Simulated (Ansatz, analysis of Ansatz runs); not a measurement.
# Migration in MgH2 (Pbcn): V_H hop (2.5 Å), charge +1

Aim: the barrier of one jump in MgH2 (Pbcn) at charge +1: V_H hop (2.5 Å). The model is a cell of 48 host atoms with 1 H taken out; H is the atom that moves.

Calculated with Ansatz 0.2.0; plane-wave PAW DFT, PBEsol; nudged elastic band between two relaxed defect structures at fixed charge in a uniform background.

### 1. The structure

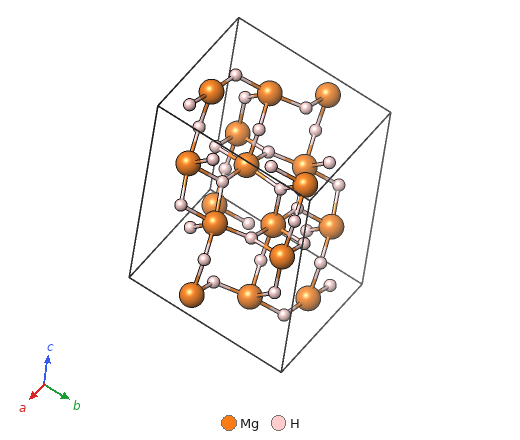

Start, viewed from a free direction; magnesium orange, hydrogen pink.

The cell holds 47 atoms: 16 Mg and 31 H. Its edges and angles: a = 8.549 Å, b = 8.549 Å, c = 8.549 Å, α = 116.9°, β = 101.8°, γ = 110.1°. It derives from MgH2 (space group Pbcn). Nearest the centre at fractional (0.499, 0.750, 0.750): H24 at 1.24 Å, Mg16 at 1.53 Å, Mg6 at 1.53 Å, H38 at 2.37 Å, H28 at 2.38 Å, H45 at 2.47 Å, H20 at 2.48 Å, H39 at 3.07 Å. The cell carries charge +1.

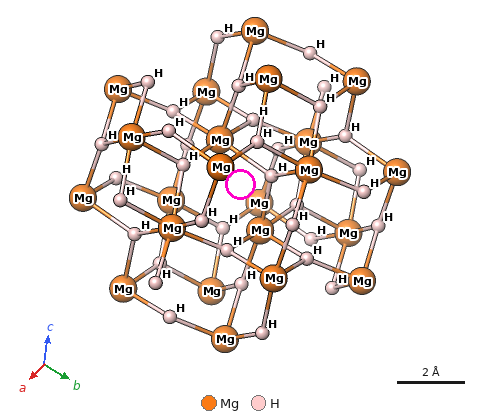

The atoms within 5 Å of the centre. A ring marks the centre wherever it is empty.

The cell's shortest repeat is 8.5 Å.

### 2. Relaxation of the start point, charge +1

The ends come first: from an unrelaxed start the top is counted from too high an energy, and the barrier comes out too low. Small random displacements break the symmetry of the ideal sites, so that the defect can distort if it gains by it. The charge of +1 is set by the electron count, and a uniform background keeps the cell neutral.

Contents of qp1_c48k1s.start/input.yaml:

```yaml
crystal:
  lattice:
    - [-4.47603151, 5.39366888, 4.89464524]
    - [4.47603151, -5.39366888, 4.89464524]
    - [4.47603151, 5.39366888, -4.89464524]
  atoms:
    - { symbol: Mg, position: [0.29023406, 0.125, 0.66523406] }
    - { symbol: Mg, position: [0.29023406, 0.625, 0.16523406] }
    - { symbol: Mg, position: [0.79023406, 0.125, 0.16523406] }
    - { symbol: Mg, position: [0.79023406, 0.625, 0.66523406] }
    - { symbol: Mg, position: [0.45976594, 0.125, 0.33476594] }
    - { symbol: Mg, position: [0.45976594, 0.625, 0.83476594] }
    - { symbol: Mg, position: [0.95976594, 0.125, 0.83476594] }
    - { symbol: Mg, position: [0.95976594, 0.625, 0.33476594] }
    - { symbol: Mg, position: [0.20976594, 0.375, 0.33476594] }
    - { symbol: Mg, position: [0.20976594, 0.875, 0.83476594] }
    - { symbol: Mg, position: [0.70976594, 0.375, 0.83476594] }
    - { symbol: Mg, position: [0.70976594, 0.875, 0.33476594] }
    - { symbol: Mg, position: [0.04023406, 0.375, 0.66523406] }
    - { symbol: Mg, position: [0.04023406, 0.875, 0.16523406] }
    - { symbol: Mg, position: [0.54023406, 0.375, 0.16523406] }
    - { symbol: Mg, position: [0.54023406, 0.875, 0.66523406] }
    - { symbol: H, position: [0.15751373, 0.07554806, 0.81196153] }
    - { symbol: H, position: [0.15751373, 0.57554806, 0.31196153] }
    - { symbol: H, position: [0.65751373, 0.07554806, 0.31196153] }
    - { symbol: H, position: [0.65751373, 0.57554806, 0.81196153] }
    - { symbol: H, position: [0.09248627, 0.4044478, 0.91803433] }
    - { symbol: H, position: [0.09248627, 0.9044478, 0.41803433] }
    - { symbol: H, position: [0.59248627, 0.4044478, 0.41803433] }
    - { symbol: H, position: [0.59248627, 0.9044478, 0.91803433] }
    - { symbol: H, position: [0.26358653, 0.3455522, 0.68803847] }
    - { symbol: H, position: [0.26358653, 0.8455522, 0.18803847] }
    - { symbol: H, position: [0.76358653, 0.3455522, 0.18803847] }
    - { symbol: H, position: [0.76358653, 0.8455522, 0.68803847] }
    - { symbol: H, position: [0.48641347, 0.17445194, 0.58196567] }
    - { symbol: H, position: [0.48641347, 0.67445194, 0.08196567] }
    - { symbol: H, position: [0.98641347, 0.17445194, 0.08196567] }
    - { symbol: H, position: [0.98641347, 0.67445194, 0.58196567] }
    - { symbol: H, position: [0.01358653, 0.32554806, 0.41803433] }
    - { symbol: H, position: [0.01358653, 0.82554806, 0.91803433] }
    - { symbol: H, position: [0.51358653, 0.32554806, 0.91803433] }
    - { symbol: H, position: [0.51358653, 0.82554806, 0.41803433] }
    - { symbol: H, position: [0.23641347, 0.1544478, 0.31196153] }
    - { symbol: H, position: [0.23641347, 0.6544478, 0.81196153] }
    - { symbol: H, position: [0.73641347, 0.1544478, 0.81196153] }
    - { symbol: H, position: [0.73641347, 0.6544478, 0.31196153] }
    - { symbol: H, position: [0.40751373, 0.0955522, 0.08196567] }
    - { symbol: H, position: [0.90751373, 0.0955522, 0.58196567] }
    - { symbol: H, position: [0.90751373, 0.5955522, 0.08196567] }
    - { symbol: H, position: [0.34248627, 0.42445194, 0.18803847] }
    - { symbol: H, position: [0.34248627, 0.92445194, 0.68803847] }
    - { symbol: H, position: [0.84248627, 0.42445194, 0.68803847] }
    - { symbol: H, position: [0.84248627, 0.92445194, 0.18803847] }
total_charge: 1
basis:
  ecutwfc: 420
  xc_grid: 2
hamiltonian:
  xc: pbesol
kpoints:
  mp_grid: { grid: [1, 1, 1], shift: [0.25, 0.25, 0.25] }
scf:
  occupations: { method: fixed }
  max_iter: 150
output:
  forces: true
relax:
  f_tol: 0.02
  max_steps: 70
  random_displacement: { amplitude: 0.03, seed: 9682 }
```

The run is started by

```console
$ ansatz run input.yaml --threads 4 --pin off --max-ram 14131MiB --backend cpu --events-out ev --progress --plain --runs-dir out
```

Numbers of over 12 decimals in the logs are rounded to 6 here.

Log:

```text
[... repeated set-up lines and file paths are left out, and long positions are rounded to six places ...]
The last accepted step is kept in <dir> (removed where the run ends without a failure and the disk answers)
Engine: ansatz 0.2.0, aarch64-unknown-linux-gnu
Pseudopotentials: kind: paw
Pseudopotential: Mg, paw, valence charge 10, recommended cutoff 420 eV (normal), Mg.paw.azcp
Pseudopotential: H, paw, valence charge 1, recommended cutoff 420 eV (normal), H.paw.azcp
Functional definition: PBEsol
  exchange = pbesol_x
  correlation = pbesol_c
Crystal: 47 atoms, lattice volume = 472.671 Å³
Basis set: ecut = 420 eV, 9249 PW (Γ), exchange–correlation on 120×120×120 points (8 copies of the dense FFT grid, shifted against one another)
Bands: 142, of which v1, the nominal top of the filled ones, is band 95 counted from 1 (94 counted from 0)
Symmetry: 1 space group operations
k-points: 1
Non-local potential: Mg, projectors of the file, l = 0: 3, l = 1: 2, l = 2: 1
Non-local potential: H, projectors of the file, l = 0: 2, l = 1: 1
PAW form: soft (Blöchl's): semilocal exchange-correlation on the pseudo side does not see the compensation charge
PAW frozen core: Mg, regenerated for the run's functional, and the local potential with it (the file was generated under x = pbe(κ = 0.804, μ = 0.219515), c = pbe(β = 0.066725))
PAW one-centre angular grid: Mg, 110 points (default); XC on 64 Gauss nodes
PAW one-centre angular grid: H, 110 points (default); XC on 64 Gauss nodes
Initial density: superposition of atomic densities (neutral atoms scaled as one to the charged cell's electrons: chi_scale 0, normalization atom), corrected by the library's trained network
Initial wavefunctions: pseudopotential atomic-orbital guess
Functional: x = pbesol(κ = 0.804, μ = 0.123457), c = pbesol(β = 0.046)
SCF iter   1: F=—  HF=-31090.447096 eV  |F-HF|=—  |Δ(HF+E_count)|=         —  Δρ=1.42e-2  dr2=1.09e0  ethr=1.77e-3  ⟨swp⟩=5.0  Hψ=416  notcnv=0  defer=45
preconditioner: auto → Resta (q_TF=auto, 2.344 Å⁻¹)  ε∞=2.7  [insulator: Δε(μ)=2.361 eV  Ē_g=10.308 eV  n_scr=104 (ndim 8)  ℏωp=13.4 eV  f_vac=0.000  ε∞_Penn≈2.7]
SCF iter   2: F=—  HF=-31090.099486 eV  |F-HF|=—  |Δ(HF+E_count)|=   3.48e-1  Δρ=6.66e-3  dr2=2.80e-1  ethr=5.75e-4  ⟨swp⟩=2.0  Hψ=155  notcnv=0  defer=42
SCF iter   3: F=—  HF=-31089.997253 eV  |F-HF|=—  |Δ(HF+E_count)|=   1.02e-1  Δρ=9.62e-4  dr2=6.61e-3  ethr=1.47e-4  ⟨swp⟩=3.0  Hψ=141  notcnv=0  defer=22
automatic band count: iteration 3 solves 119 bands in place of 142: the levels show a gap, and the empty bands left out lie too high to hold charge; the band table lists the bands solved (type scf.n_extra_bands for more)
SCF iter   4: F=—  HF=-31089.997231 eV  |F-HF|=—  |Δ(HF+E_count)|=   2.24e-5  Δρ=2.67e-4  dr2=3.37e-4  ethr=3.48e-6  ⟨swp⟩=2.0  Hψ=200  notcnv=0  defer=22
SCF iter   5: F=—  HF=-31089.997267 eV  |F-HF|=—  |Δ(HF+E_count)|=   3.69e-5  Δρ=4.56e-5  dr2=1.15e-5  ethr=1.77e-7  ⟨swp⟩=2.0  Hψ=194  notcnv=0  defer=22
SCF iter   6: F=-31089.997272 eV  HF=-31089.997272 eV  |F-HF|=1.19e-8  |Δ(HF+E_count)|=   4.50e-6  Δρ=9.61e-6  dr2=6.88e-7  ethr=5.26e-9  ⟨swp⟩=4.0  Hψ=337  notcnv=0
SCF 1 converged in 6 iterations: F = -31089.997272 eV  dr2 = 6.88e-7
  greatest PAW one-centre occupation: 1.000 electrons in one spin orbital (limit 2), on the Mg atom at site 13 (counted from 0), in its partial waves of l = 0
relax step   1: F+E_penalty+E_count = -31089.99727201 eV  Δ(F+E_penalty+E_count) = +0.000e0 eV  max|allowed force component| = 1.383e0 eV/Å  Δτ_max = 0.0000 Å  (6 SCF iters, dr2 threshold 1.00e-5 eV, accepted)
[... the SCF cycles and remarks between the steps are left out from here to the last step ...]
relax step   2: F+E_penalty+E_count = -31090.65207355 eV  Δ(F+E_penalty+E_count) = -6.548e-1 eV  max|allowed force component| = 2.482e-1 eV/Å  Δτ_max = 0.1962 Å  (5 SCF iters, dr2 threshold 1.00e-4 eV, accepted)
relax step   3: F+E_penalty+E_count = -31090.84533218 eV  Δ(F+E_penalty+E_count) = -1.933e-1 eV  max|allowed force component| = 5.259e-2 eV/Å  Δτ_max = 0.1694 Å  (6 SCF iters, dr2 threshold 3.85e-6 eV, accepted)
SCF iter   1: F=—  HF=-31090.855431 eV  |F-HF|=—  |Δ(HF+E_count)|=         —  Δρ=1.64e-3  dr2=9.98e-3  ethr=4.44e-5  ⟨swp⟩=3.0  Hψ=178  notcnv=0  defer=22
automatic band count: iteration 1 solves 119 bands in place of 142: the levels show a gap, and the empty bands left out lie too high to hold charge; the band table lists the bands solved (type scf.n_extra_bands for more)
SCF iter   2: F=—  HF=-31090.853813 eV  |F-HF|=—  |Δ(HF+E_count)|=   1.62e-3  Δρ=9.08e-4  dr2=3.30e-3  ethr=5.25e-6  ⟨swp⟩=1.0  Hψ=127  notcnv=0  defer=21
SCF iter   3: F=—  HF=-31090.853036 eV  |F-HF|=—  |Δ(HF+E_count)|=   7.76e-4  Δρ=6.58e-5  dr2=1.57e-5  ethr=1.73e-6  ⟨swp⟩=2.0  Hψ=137  notcnv=0  defer=21
SCF iter   4: F=—  HF=-31090.852897 eV  |F-HF|=—  |Δ(HF+E_count)|=   1.40e-4  Δρ=1.33e-5  dr2=1.02e-6  ethr=8.29e-9  ⟨swp⟩=2.0  Hψ=135  notcnv=0  defer=15
SCF iter   5: F=-31090.852897 eV  HF=-31090.852897 eV  |F-HF|=5.34e-9  |Δ(HF+E_count)|=   1.42e-7  Δρ=2.72e-6  dr2=3.61e-8  ethr=5.26e-11  ⟨swp⟩=4.0  Hψ=408  notcnv=0
SCF 4 converged in 5 iterations: F = -31090.852897 eV  dr2 = 3.61e-8
relax step   4: F+E_penalty+E_count = -31090.85289667 eV  Δ(F+E_penalty+E_count) = -7.564e-3 eV  max|allowed force component| = 9.679e-3 eV/Å  Δτ_max = 0.0245 Å  (5 SCF iters, accepted)
SCF converged after 5 iterations
Free energy (F): -31090.852897 eV
Harris-Foulkes:  -31090.852897 eV  (|F-HF|=5.34e-9)
Internal energy: -31090.852897 eV  (E = F + TS)
E sigma→0 (E₀):  -31090.852897 eV
Fermi energy:    1.957102 eV
--- Per-component energies (eV) ---
  E_band       = -5934.767504
  E_kinetic    = 1629.960006
  E_local      = -27347.945542  (includes V_loc(G=0)·N_el)
  E_nonlocal   = 1575.200037
  E_hartree    = 9799.906881
  E_xc         = -730.097169
  E_vxc        = -948.827503  (∫ρ·V_xc dr)
  E_paw        = -4511.814940  (= ΣΔE_a)
  E_vpaw       = -442.932271  (= ΣTr[D̂ρ^β])
  E_aug_tail   = -0.037687  (compensation charges beyond the density's cutoff)
  E_ewald      = -11506.966279
  E_core_change = 0.941796  (= ΣΔE_core)
  E_smearing   = -0.000000  (= −TS)
  E_closure    = -0.000000  (closes the sum)
  E_deformation_potential = 10.282585  (in the stress; not in F)
  Σ components = -31090.852897   (vs F -31090.852897, Δ=0.00e0)
--- Forces (eV/Å), atoms counted from 1 ---
  atom   1  Mg    -0.00270960     0.00334877    -0.00335426
  atom   2  Mg     0.00402859    -0.00287864    -0.00527652
  [... 3 atoms left out ...]
  atom   6  Mg     0.00365531    -0.00960378     0.00282924
  [... 3 atoms left out ...]
  atom  10  Mg    -0.00121259    -0.00150965    -0.00152614
  [... 5 atoms left out ...]
  atom  16  Mg     0.00341007     0.00049492    -0.00335774
  [... 3 atoms left out ...]
  atom  20  H     -0.00064047     0.00414060    -0.00303091
  [... 3 atoms left out ...]
  atom  24  H      0.00168640     0.00326222    -0.00133912
  atom  25  H     -0.00204055    -0.00251282     0.00166971
  [... 2 atoms left out ...]
  atom  28  H     -0.00833853     0.00036822     0.00378782
  [... 9 atoms left out ...]
  atom  38  H      0.00062523     0.00284846    -0.00321242
  atom  39  H      0.00335641    -0.00080288     0.00645329
  [... 5 atoms left out ...]
  atom  45  H      0.00397536    -0.00485524    -0.00116221
  [... 2 atoms left out ...]
  max |Σ_I F_I| component: 1.49e-4 eV/Å
--- Relaxed structure (4 steps of the walk, 4 accepted, 0 SCFs on fresh bases) ---
  F+E_penalty+E_count = -31090.85289667 eV   max|allowed force component| = 9.679e-3 eV/Å
  atoms:
    - { symbol: Mg, position: [0.288332, 0.128204, 0.662780] }
    - { symbol: Mg, position: [0.287056, 0.627970, 0.175883] }
    [... 3 atoms left out ...]
    - { symbol: Mg, position: [0.472958, 0.628428, 0.870773] }
    [... 3 atoms left out ...]
    - { symbol: Mg, position: [0.212888, 0.876921, 0.838332] }
    [... 5 atoms left out ...]
    - { symbol: Mg, position: [0.553321, 0.916153, 0.678978] }
    [... 3 atoms left out ...]
    - { symbol: H, position: [0.653640, 0.575806, 0.802478] }
    [... 3 atoms left out ...]
    - { symbol: H, position: [0.582056, 0.885470, 0.897059] }
    - { symbol: H, position: [0.274486, 0.354807, 0.677390] }
    [... 2 atoms left out ...]
    - { symbol: H, position: [0.756123, 0.847070, 0.680217] }
    [... 9 atoms left out ...]
    - { symbol: H, position: [0.245963, 0.656906, 0.811063] }
    - { symbol: H, position: [0.752738, 0.175524, 0.827405] }
    [... 5 atoms left out ...]
    - { symbol: H, position: [0.338911, 0.922373, 0.684317] }
    [... 2 atoms left out ...]
```

Elapsed: 5.8 s, on 4 threads of Arm Neoverse V2, shared host; peak memory 0.63 GiB; 21 s of CPU time.

Step by step:

| step | energy less that of the first step (eV) | largest force component (eV/Å) |
| --- | --- | --- |
| 1 | 0.0000 | 1.3827 |
| 2 | -0.6548 | 0.2482 |
| 3 | -0.8481 | 0.0526 |
| 4 | -0.8556 | 0.0097 |

The atoms that moved most (Å, from the sites as typed, ahead of the random displacement, the mean shift of all atoms taken out):

| atom | dx | dy | dz | length |
| --- | --- | --- | --- | --- |
| Mg9 | -0.225 | -0.163 | -0.151 | 0.316 |
| Mg6 | 0.116 | 0.245 | -0.092 | 0.286 |
| Mg16 | 0.186 | -0.079 | 0.201 | 0.285 |
| H30 | 0.059 | 0.132 | -0.123 | 0.190 |
| H31 | -0.092 | -0.108 | -0.122 | 0.187 |
| H18 | 0.053 | 0.160 | -0.040 | 0.173 |
| H25 | -0.057 | -0.051 | 0.153 | 0.171 |
| H24 | -0.134 | -0.069 | -0.039 | 0.156 |

Neighbours of H24 at the end:

| atom | distance (Å) |
| --- | --- |
| Mg6 | 1.951 |
| Mg16 | 1.976 |
| Mg3 | 1.977 |
| H38 | 2.567 |
| H28 | 2.583 |
| H45 | 2.675 |
| H47 | 2.695 |
| H20 | 2.724 |

Read from the output:

| Property | Result |
| --- | --- |
| free energy | -31090.8529 eV |
| r.m.s. move of the farther half of the atoms | 0.06101 Å |
| largest move from the ideal geometry of this structure, a common shift of the far atoms taken out | 0.3182 Å |

The relaxation gained 0.856 eV and ended with a largest force component of 0.0097 eV/Å.

### 3. Relaxation of the end point, charge +1

The end point is relaxed in the same cell and settings, so that the two energies compare. Atoms more than 3.2 Å from the middle of the hop start where the first relaxation left them, the nearer ones on or close to their ideal places, with small random displacements.

Contents of qp1_c48k1s.end/input.yaml:

```yaml
crystal:
  lattice:
    - [-4.47603151, 5.39366888, 4.89464524]
    - [4.47603151, -5.39366888, 4.89464524]
    - [4.47603151, 5.39366888, -4.89464524]
  atoms:
    - { symbol: Mg, position: [0.28711467, 0.12721804, 0.66059348] }
    - { symbol: Mg, position: [0.28583893, 0.626984, 0.17369625] }
    - { symbol: Mg, position: [0.79023406, 0.125, 0.16523406] }
[... 2 atom lines left out ...]
    - { symbol: Mg, position: [0.45976594, 0.625, 0.83476594] }
[... 2 atom lines left out ...]
    - { symbol: Mg, position: [0.20976594, 0.375, 0.33476594] }
    - { symbol: Mg, position: [0.20976594, 0.875, 0.83476594] }
[... 5 atom lines left out ...]
    - { symbol: Mg, position: [0.54023406, 0.875, 0.66523406] }
[... 3 atom lines left out ...]
    - { symbol: H, position: [0.65751373, 0.57554806, 0.81196153] }
[... 3 atom lines left out ...]
    - { symbol: H, position: [0.405441, 0.59606, 0.581688] }
    - { symbol: H, position: [0.26358653, 0.3455522, 0.68803847] }
[... 2 atom lines left out ...]
    - { symbol: H, position: [0.76358653, 0.8455522, 0.68803847] }
[... 9 atom lines left out ...]
    - { symbol: H, position: [0.23641347, 0.6544478, 0.81196153] }
    - { symbol: H, position: [0.73641347, 0.1544478, 0.81196153] }
[... 5 atom lines left out ...]
    - { symbol: H, position: [0.34248627, 0.92445194, 0.68803847] }
[... 1 atom line left out ...]
    - { symbol: H, position: [0.82375459, 0.90407211, 0.16928121] }
total_charge: 1
basis:
  ecutwfc: 420
  xc_grid: 2
hamiltonian:
  xc: pbesol
kpoints:
  mp_grid: { grid: [1, 1, 1], shift: [0.25, 0.25, 0.25] }
scf:
  occupations: { method: fixed }
  max_iter: 150
output:
  forces: true
relax:
  f_tol: 0.02
  max_steps: 70
  random_displacement: { amplitude: 0.01, seed: 9682 }
```

Log:

```text
[...]
Crystal: 47 atoms, lattice volume = 472.671 Å³
Basis set: ecut = 420 eV, 9249 PW (Γ), exchange–correlation on 120×120×120 points (8 copies of the dense FFT grid, shifted against one another)
Bands: 142, of which v1, the nominal top of the filled ones, is band 95 counted from 1 (94 counted from 0)
Symmetry: 1 space group operations
k-points: 1
[...]
SCF iter   1: F=—  HF=-31090.464902 eV  |F-HF|=—  |Δ(HF+E_count)|=         —  Δρ=1.41e-2  dr2=9.79e-1  ethr=1.77e-3  ⟨swp⟩=5.0  Hψ=418  notcnv=0  defer=43
[...]
SCF iter   6: F=-31090.052829 eV  HF=-31090.052829 eV  |F-HF|=3.18e-8  |Δ(HF+E_count)|=   5.31e-6  Δρ=9.26e-6  dr2=6.52e-7  ethr=5.26e-9  ⟨swp⟩=4.0  Hψ=337  notcnv=0
SCF 1 converged in 6 iterations: F = -31090.052829 eV  dr2 = 6.52e-7
[...]
max |Σ_I F_I| component: 1.23e-4 eV/Å
--- Relaxed structure (5 steps of the walk, 5 accepted, 0 SCFs on fresh bases) ---
  F+E_penalty+E_count = -31090.85274998 eV   max|allowed force component| = 1.599e-2 eV/Å
  atoms:
    - { symbol: Mg, position: [0.284857, 0.114033, 0.662907] }
    - { symbol: Mg, position: [0.283976, 0.621958, 0.155000] }
[...]
- { symbol: Mg, position: [0.445814, 0.582258, 0.820333] }
[...]
- { symbol: Mg, position: [0.205930, 0.869166, 0.837591] }
[...]
- { symbol: Mg, position: [0.526166, 0.870614, 0.628883] }
[...]
- { symbol: H, position: [0.660543, 0.576635, 0.815494] }
[...]
- { symbol: H, position: [0.416898, 0.613409, 0.602678] }
    - { symbol: H, position: [0.246099, 0.323145, 0.671807] }
    [... 2 atoms left out ...]
    - { symbol: H, position: [0.753043, 0.842007, 0.688625] }
    [... 9 atoms left out ...]
    - { symbol: H, position: [0.242596, 0.651297, 0.818556] }
    - { symbol: H, position: [0.724724, 0.144232, 0.822099] }
    [... 5 atoms left out ...]
    - { symbol: H, position: [0.344927, 0.922590, 0.696496] }
    [... 2 atoms left out ...]
[key lines of the parts left out:]
SCF converged after 2 iterations
Free energy (F): -31090.852750 eV
Fermi energy:    1.958769 eV
```

Elapsed: 6.7 s, on 4 threads; peak memory 0.63 GiB.

The steps of the relaxation:

| step | energy less that of the first step (eV) | largest force component (eV/Å) |
| --- | --- | --- |
| 1 | 0.0000 | 1.1655 |
| 2 | -0.6064 | 0.1913 |
| 3 | -0.7856 | 0.0884 |
| 4 | -0.7999 | 0.0160 |
| 5 | -0.7999 | 0.0160 |

The atoms that moved most (Å, from the sites as typed, ahead of the random displacement):

| atom | dx | dy | dz | length |
| --- | --- | --- | --- | --- |
| Mg3 | 0.222 | 0.159 | 0.148 | 0.311 |
| Mg6 | -0.194 | 0.077 | -0.206 | 0.293 |
| Mg16 | -0.120 | -0.249 | 0.088 | 0.290 |
| H33 | 0.153 | 0.142 | 0.133 | 0.248 |
| H31 | 0.148 | 0.146 | 0.129 | 0.245 |
| H36 | -0.065 | -0.136 | 0.118 | 0.192 |
| H39 | 0.051 | 0.046 | -0.156 | 0.171 |
| H25 | -0.095 | -0.062 | -0.115 | 0.162 |

Neighbours of H24 at the end:

| atom | distance (Å) |
| --- | --- |
| Mg16 | 1.953 |
| Mg6 | 1.975 |
| Mg9 | 1.976 |
| H28 | 2.567 |
| H38 | 2.578 |
| H20 | 2.678 |
| H18 | 2.693 |
| H45 | 2.723 |

Numbers from this step:

```
free energy                                                                                       : -31090.8527 eV
r.m.s. move of the farther half of the atoms                                                      : 0.06101 Å
largest move from the ideal geometry of this structure, a common shift of the far atoms taken out : 0.3204 Å
```

The relaxation gained 0.800 eV and ended with a largest force component of 0.016 eV/Å. The end lies within 1 meV of the start.

(Continued in part 2 of 3.)

[Logs are printed without paths, hosts, clocks, repeated set-up lines and the standing remarks that a program may print on its own settings, such as how far it seeks lower states.]

[Hosts, paths, dates, database ids (printed as entryN), source tags and the programs' standing remarks are cut or masked in the printed files.]
